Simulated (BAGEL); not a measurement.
**A workflow on CH4F2Si (SMILES C[SiH](F)F)**

We compute a single-point energy (HF/cc-pVDZ), then a single-point energy (NEVPT2(2,2)/cc-pVDZ) of CH4F2Si. 

The calculation is run with BAGEL 1.2.2.

1 further run of the same task is left out (set aside as unsound or not needed).

### Step 1. Starting point

CH4F2Si has 8 atoms, charge 0, and is taken as a singlet. SMILES: `C[SiH](F)F`. The C1–H5 distance was set to 1.475 Å, away from the relaxed value.

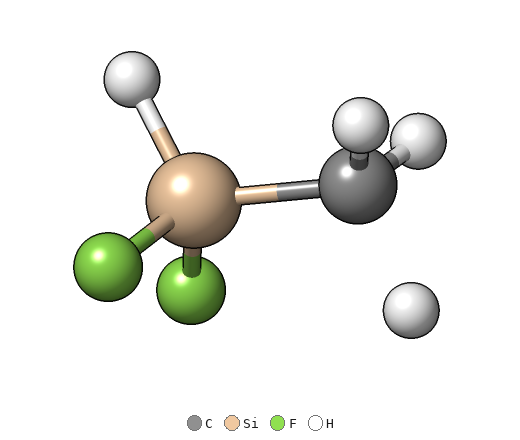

Viewed from a chosen angle; carbon grey, silicon light orange, fluorine green, hydrogen white.

### Step 2. A single-point energy at HF/cc-pVDZ (density fitting with svp-jkfit) (run 1)

calc.json reads:

```json
{ "bagel": [

{
  "title": "molecule",
  "basis": "cc-pvdz.json",
  "df_basis": "svp-jkfit",
  "geometry": [
    { "atom": "C", "xyz": [    -0.97866081,     1.41003049,     0.29861263 ] },
    { "atom": "Si", "xyz": [     0.37513898,    -1.72105673,     0.97003232 ] },
    { "atom": "F", "xyz": [     3.37413434,    -1.53794227,     1.05714870 ] },
    { "atom": "F", "xyz": [    -0.31404414,    -3.62722347,    -1.24963998 ] },
    { "atom": "H", "xyz": [    -0.02532233,     2.39806245,    -2.12669778 ] },
    { "atom": "H", "xyz": [    -0.47901723,     2.75041323,     1.78771682 ] },
    { "atom": "H", "xyz": [    -3.03789537,     1.30174918,     0.19146516 ] },
    { "atom": "H", "xyz": [    -0.47032449,    -2.87473453,     3.36696094 ] }
  ]
},

{ "title": "hf" },

{ "title": "print", "file": "orbitals.molden", "orbitals": true }

]}
```

The basis set cc-pVDZ is read from a file made from the Basis Set Exchange's data (not shown).

Command:

```
BAGEL_NUM_THREADS=1 BAGEL calc.json > calc.out
```

The program printed:

```text
* using 1 threads per process

  ===============================================================
  ===============================================================

  *** Geometry ***

  { "atom" : "C", "xyz" : [     -0.978661,      1.410030,      0.298613 ] },
  { "atom" : "Si", "xyz" : [      0.375139,     -1.721057,      0.970032 ] },
  { "atom" : "F", "xyz" : [      3.374134,     -1.537942,      1.057149 ] },
  { "atom" : "F", "xyz" : [     -0.314044,     -3.627223,     -1.249640 ] },
  { "atom" : "H", "xyz" : [     -0.025322,      2.398062,     -2.126698 ] },
  { "atom" : "H", "xyz" : [     -0.479017,      2.750413,      1.787717 ] },
  { "atom" : "H", "xyz" : [     -3.037895,      1.301749,      0.191465 ] },
  { "atom" : "H", "xyz" : [     -0.470324,     -2.874735,      3.366961 ] },

  Number of auxiliary basis functions:      429

  Since a DF basis is specified, we compute 2- and 3-index integrals:
    o Being stored without compression. Storage requirement is 0.022 GB

  Number of basis functions:       80
  Number of electrons      :       42

    * METHOD: MOLECULE                             0.18

  *** RHF ***

  === Nuclear Repulsion ===
   181.7109523383

      * DIIS with orbital gradients will be used.

  === RHF iteration (cc-pvdz.json) ===
      0       -527.84516919          0.01645670           0.05
      1       -528.01936133          0.00976849           0.04
      2       -528.09112093          0.00146569           0.04
      3       -528.09274862          0.00050782           0.04
      4       -528.09291288          0.00008778           0.05
      5       -528.09292013          0.00002147           0.04
      6       -528.09292074          0.00000708           0.04
      7       -528.09292080          0.00000112           0.05
      8       -528.09292080          0.00000034           0.05
      9       -528.09292080          0.00000011           0.04
     10       -528.09292080          0.00000003           0.04
     11       -528.09292080          0.00000001           0.04
    * SCF iteration converged.

    * Permanent dipole moment:
           (    0.634143,    -0.618511,    -0.453917) a.u.

    * METHOD: HF                                   0.67

    * METHOD: PRINT                                0.02

  ===============================================================
```

Run time: 1 s. Hardware: 1 thread of Arm Neoverse V1, shared host; peak memory 0.15 GiB.

### Step 3. A single-point energy at NEVPT2(2,2)/cc-pVDZ (density fitting with svp-jkfit) (run 2)

input.json reads:

```json
{ "bagel" : [

{
  "title" : "molecule",
  "basis" : "cc-pvdz.json",
  "df_basis" : "svp-jkfit",
  "angstrom" : false,
  "geometry" : [
    { "atom" : "C", "xyz" : [ -0.97866081,  1.41003049,  0.29861263 ] },
    { "atom" : "Si", "xyz" : [  0.37513898, -1.72105673,  0.97003232 ] },
    { "atom" : "F", "xyz" : [  3.37413434, -1.53794227,  1.05714870 ] },
    { "atom" : "F", "xyz" : [ -0.31404414, -3.62722347, -1.24963998 ] },
    { "atom" : "H", "xyz" : [ -0.02532233,  2.39806245, -2.12669778 ] },
    { "atom" : "H", "xyz" : [ -0.47901723,  2.75041323,  1.78771682 ] },
    { "atom" : "H", "xyz" : [ -3.03789537,  1.30174918,  0.19146516 ] },
    { "atom" : "H", "xyz" : [ -0.47032449, -2.87473453,  3.36696094 ] }
  ]
},
{
  "title" : "hf"
},
{
  "title" : "nevpt2",
  "nstate" : 1,
  "nact" : 2,
  "nclosed" : 20,
  "active" : [20, 22],
  "maxiter" : 200,
  "natocc" : true,
  "ncore" : 8
},
{
  "title" : "print",
  "file" : "orbitals.molden",
  "orbitals" : true
}

]}
```

The basis set cc-pVDZ is read from a file made from the Basis Set Exchange's data (not shown).

Command:

```
BAGEL_NUM_THREADS=1 BAGEL input.json > input.out
```

The program printed:

```text
* using 1 threads per process

  ===============================================================
  ===============================================================

  *** Geometry ***

  { "atom" : "C", "xyz" : [     -0.978661,      1.410030,      0.298613 ] },
  { "atom" : "Si", "xyz" : [      0.375139,     -1.721057,      0.970032 ] },
  { "atom" : "F", "xyz" : [      3.374134,     -1.537942,      1.057149 ] },
  { "atom" : "F", "xyz" : [     -0.314044,     -3.627223,     -1.249640 ] },
  { "atom" : "H", "xyz" : [     -0.025322,      2.398062,     -2.126698 ] },
  { "atom" : "H", "xyz" : [     -0.479017,      2.750413,      1.787717 ] },
  { "atom" : "H", "xyz" : [     -3.037895,      1.301749,      0.191465 ] },
  { "atom" : "H", "xyz" : [     -0.470324,     -2.874735,      3.366961 ] },

  Number of auxiliary basis functions:      429

  Since a DF basis is specified, we compute 2- and 3-index integrals:
    o Being stored without compression. Storage requirement is 0.022 GB

  Number of basis functions:       80
  Number of electrons      :       42

    * METHOD: MOLECULE                             0.18

  *** RHF ***

  === Nuclear Repulsion ===
   181.7109523383

      * DIIS with orbital gradients will be used.

  === RHF iteration (cc-pvdz.json) ===
      0       -527.84516919          0.01645670           0.05
      1       -528.01936133          0.00976849           0.04
      2       -528.09112093          0.00146569           0.04
      3       -528.09274862          0.00050782           0.04
      4       -528.09291288          0.00008778           0.04
      5       -528.09292013          0.00002147           0.04
      6       -528.09292074          0.00000708           0.04
      7       -528.09292080          0.00000112           0.04
      8       -528.09292080          0.00000034           0.04
      9       -528.09292080          0.00000011           0.04
     10       -528.09292080          0.00000003           0.04
     11       -528.09292080          0.00000001           0.04
    * SCF iteration converged.

    * Permanent dipole moment:
           (    0.634143,    -0.618511,    -0.453917) a.u.

    * METHOD: HF                                   0.66

    * freezing 8 orbitals
  ---------------------------
      CASSCF calculation
  ---------------------------

    ==== Active orbitals : =====
         Orbital 20
         Orbital 22
    ============================

    * nstate   :      1
    * nclosed  :     20
    * nact     :      2
    * nvirt    :     58
  === CASSCF iteration (cc-pvdz.json) ===

    * Using the second-order algorithm

      0  0      -528.09443681     3.36e-04      0.01

      1  0      -528.11322981     1.59e-03      0.23

      2  0      -528.11914103     6.13e-04      0.25

      3  0      -528.11969650     7.67e-05      0.26

      4  0      -528.11970141     1.09e-05      0.25

      5  0      -528.11970149     1.63e-06      0.24

      6  0      -528.11970149     2.81e-07      0.23

      7  0      -528.11970149     5.84e-08      0.23

      8  0      -528.11970149     1.36e-08      0.20

      9  0      -528.11970149     3.30e-09      0.20

    * Second-order optimization converged. *

     guess   0:   closed 1.                   open ..

  === FCI iteration ===

      0  0      -528.09217331     8.15e-02      0.00
      1  0      -528.11969303     1.16e-03      0.00
      2  0 *    -528.11970149     6.77e-16      0.00

     * ci vector, state   0, <S^2> = 0.0000
       2.     0.9860357837
       .2    -0.1665335802

  === DF-NEVPT2 calculation ===

    * 3-index integral transformation done
    * assembly done

      NEVPT2 correlation energy:   -0.5952357869      0.16

          (+0)     -0.5422715394
          (+0)'    -0.0150676420
          (+1)     -0.0049865065
          (+1)'    -0.0000000000
          (+2)     -0.0003221324
          (-1)     -0.0257009687
          (-1)'     0.0000000000
          (-2)     -0.0068869979

      NEVPT2 total energy:       -528.7149372772

    * METHOD: NEVPT2                               2.46

    * METHOD: PRINT                                0.02

  ===============================================================
```

Run time: 3.6 s. Hardware: 1 thread of Arm Neoverse V1, shared host; peak memory 0.15 GiB.

### Step 4. Results

```
                                quantity          value
         run 1, HF/cc-pVDZ: total energy  -528.09292 Eh
        run 1, HF/cc-pVDZ: dipole moment         2.53 D
          run 1, HF/cc-pVDZ: HOMO energy      -12.57 eV
          run 1, HF/cc-pVDZ: LUMO energy        3.55 eV
        run 1, HF/cc-pVDZ: HOMO–LUMO gap       16.12 eV
run 2, NEVPT2(2,2)/cc-pVDZ: total energy  -528.71494 Eh
```
